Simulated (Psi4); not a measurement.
# SClO2F (sulfuryl chloride fluoride) at CCSD/def2-SVP

Aim: the energy change on altering one bond length of SClO2F (sulfuryl chloride fluoride) at CCSD/def2-SVP, from 2 runs. 

The results are computed with Psi4 1.11.

## Step 1: The molecule

SClO2F: 5 atoms, total charge 0, spin state singlet. SMILES: `O=S(=O)(F)Cl`. Geometry: relaxed at PBE0-D4/def2-TZVP.

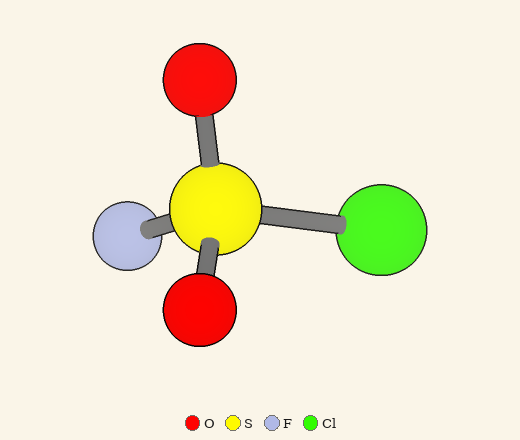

The structure, seen from a chosen angle (oxygen red, sulfur yellow, fluorine light blue, chlorine green).

## Step 2: The energy at CCSD/def2-SVP

Input file calc.in:

```
memory 2200 MB

molecule {
  0 1
  O     -0.123540    -0.162690     1.503010
  S      0.100210    -0.145140     0.111160
  O      1.158000    -0.828940    -0.522160
  F     -1.214690    -0.608760    -0.568390
  Cl     0.080010     1.745540    -0.523620
  units angstrom
  symmetry c1
}

set basis def2-SVP
set reference rhf
set puream true
set e_convergence 1e-09
set d_convergence 1e-08
set scf_type pk
set num_frozen_docc 13

energy_value, wavefunction = energy('ccsd', return_wfn=True)
print_variables()
```

Launch:

```
psi4 -i calc.in -o calc.out -n 1
```

calc.out (excerpt; [...] marks lines left out):

```text
[...]
  Running in c1 symmetry.
[...]
  Nuclear repulsion =  344.673643826859063
[...]
  Multiplicity = 1
[...]
  Nalpha       = 29
  Nbeta        = 29
[...]
    Number of basis functions: 78
[...]
   @RHF iter   1: -1105.34976814443326    6.26959e-01   9.95287e-03 DIIS/ADIIS
[...]
   @RHF iter  12: -1105.59512076041574   -2.95586e-12   5.14431e-09 DIIS
[...]
    Orbital Energies [Eh]
    ---------------------
    Doubly Occupied:
       1A   -104.877538     2A    -92.298511     3A    -26.394731
       4A    -20.618526     5A    -20.618523     6A    -10.642986
       7A     -9.296121     8A     -8.117904     9A     -8.113357
      10A     -8.113251    11A     -6.987451    12A     -6.986406
      13A     -6.986239    14A     -1.721352    15A     -1.524043
      16A     -1.425711    17A     -1.203103    18A     -0.945723
      19A     -0.824688    20A     -0.795703    21A     -0.791684
      22A     -0.712313    23A     -0.693449    24A     -0.617629
      25A     -0.593944    26A     -0.563112    27A     -0.551900
      28A     -0.532994    29A     -0.514197
[...]
  @RHF Final Energy: -1105.59512076041574
   => Energetics <=
    Nuclear Repulsion Energy =            344.6736438268590632
    One-Electron Energy =               -2212.4113534701518802
    Two-Electron Energy =                 762.1425888828771349
    Total Energy =                      -1105.5951207604157389
[...]
 Multipole Moments:
 ------------------------------------------------------------------------------------
     Multipole            Electronic (a.u.)      Nuclear  (a.u.)        Total (a.u.)
 ------------------------------------------------------------------------------------
 L = 1.  Multiply by 2.5417464519 to convert [e a0] to [Debye]
 Dipole X            :         -1.3314262            1.0720731           -0.2593531
 Dipole Y            :          1.2304201           -0.5844246            0.6459955
 Dipole Z            :         -1.2473485            0.8706793           -0.3766692
 Magnitude           :                                                    0.7914884
[...]
      * MP2 total energy                      = -1106.430349656841599
[...]
      * CCSD total energy                     = -1106.439568575770181
[...]
```

Run time: 37 s. Hardware: 1 thread of AMD EPYC 7R43 (Zen 3), shared host; peak memory 0.37 GiB.

## Step 3: The distorted shape, same level

Input file clfo2s_ase.py:

```python
import numpy as np
from ase.calculators.psi4 import Psi4
from ase import Atoms

mol = Atoms(['O', 'S', 'O', 'F', 'Cl'], positions=[
    [0.533872, 0.069107, 1.842765],
    [0.757622, 0.086657, 0.450915],
    [1.815412, -0.597143, -0.182405],
    [-1.214690, -0.608760, -0.568390],
    [0.737422, 1.977337, -0.183865],
])
calc = Psi4(atoms=mol, method='ccsd', basis='def2-SVP', memory='2200MB', num_threads=1, charge=0, multiplicity=1, label='clfo2s')
calc.psi4.set_options({'puream': True, 'e_convergence': 1e-09, 'd_convergence': 1e-08, 'scf_type': 'pk', 'num_frozen_docc': 13})
mol.calc = calc

print(f'energy: {mol.get_potential_energy():.6f} eV')
```

Launch:

```
python clfo2s_ase.py
```

clfo2s.dat (excerpt; [...] marks lines left out):

```text
[...]
  Running in c1 symmetry.
[...]
  Nuclear repulsion =  315.955364558426822
[...]
  Multiplicity = 1
[...]
  Nalpha       = 29
  Nbeta        = 29
[...]
    Number of basis functions: 78
[...]
   @RHF iter   1: -1105.13808969580259    9.65178e-02   1.06605e-02 ADIIS/DIIS
[...]
   @RHF iter  15: -1105.45781207854384   -4.32010e-12   7.53236e-09 DIIS
[...]
    Orbital Energies [Eh]
    ---------------------
    Doubly Occupied:
       1A   -104.922975     2A    -92.314001     3A    -26.236411
       4A    -20.676840     5A    -20.676829     6A    -10.686888
       7A     -9.315198     8A     -8.161806     9A     -8.156814
      10A     -8.156683    11A     -7.004908    12A     -7.004628
      13A     -7.004517    14A     -1.586768    15A     -1.467081
      16A     -1.428896    17A     -1.235570    18A     -0.916022
      19A     -0.786519    20A     -0.765370    21A     -0.753298
      22A     -0.631465    23A     -0.611391    24A     -0.601327
      25A     -0.580429    26A     -0.568472    27A     -0.563009
      28A     -0.553875    29A     -0.494256
[...]
  @RHF Final Energy: -1105.45781207854384
   => Energetics <=
    Nuclear Repulsion Energy =            315.9553645584268224
    One-Electron Energy =               -2155.1018611680383401
    Two-Electron Energy =                 733.6886845310674516
    Total Energy =                      -1105.4578120785440660
[...]
 Multipole Moments:
 ------------------------------------------------------------------------------------
     Multipole            Electronic (a.u.)      Nuclear  (a.u.)        Total (a.u.)
 ------------------------------------------------------------------------------------
 L = 1.  Multiply by 2.5417464519 to convert [e a0] to [Debye]
 Dipole X            :         -0.4578386            1.4991955            1.0413569
 Dipole Y            :          1.7385552           -0.4338254            1.3047297
 Dipole Z            :         -0.8617013            1.0914190            0.2297178
 Magnitude           :                                                    1.6850858
[...]
      * MP2 total energy                      = -1106.339895264590950
[...]
      * CCSD total energy                     = -1106.339297715376460
```

Standard output:

```text
energy: -30105.025704 eV
```

Wall time 49 s (1 thread of AMD EPYC 7R43 (Zen 3), shared host); peak memory 0.38 GiB.

## Step 4: Outcome

At CCSD/def2-SVP, 13 core orbitals frozen:

| quantity | value |
| --- | --- |
| first shape: total energy | -1106.43957 Eh |
| first shape: HOMO energy (Hartree–Fock orbitals) | -13.99 eV |
| first shape: LUMO energy (Hartree–Fock orbitals) | 2.41 eV |
| first shape: HOMO–LUMO gap (Hartree–Fock orbitals) | 16.40 eV |
| first shape: correlation energy (13 core orbitals frozen) | -844.4 mEh |
| first shape: T1 diagnostic | 0.015 |
| distorted shape: total energy | -1106.33930 Eh |
| distorted shape: HOMO energy (Hartree–Fock orbitals) | -13.45 eV |
| distorted shape: LUMO energy (Hartree–Fock orbitals) | -2.13 eV |
| distorted shape: HOMO–LUMO gap (Hartree–Fock orbitals) | 11.32 eV |
| distorted shape: correlation energy (13 core orbitals frozen) | -881.5 mEh |
| distorted shape: T1 diagnostic | 0.023 |
| energy change with the S2–F4 bond stretched from 1.551 to 2.326 Å | 2.729 eV |

**Reading.** With the S2–F4 bond stretched from 1.551 to 2.326 Å the energy rises by 2.73 eV (63 kcal/mol). The first shape isn't relaxed at this level, so the change isn't measured from a minimum. The T1 diagnostic (distorted shape) of 0.023 is above the customary mark for such species, so a single reference may not serve.
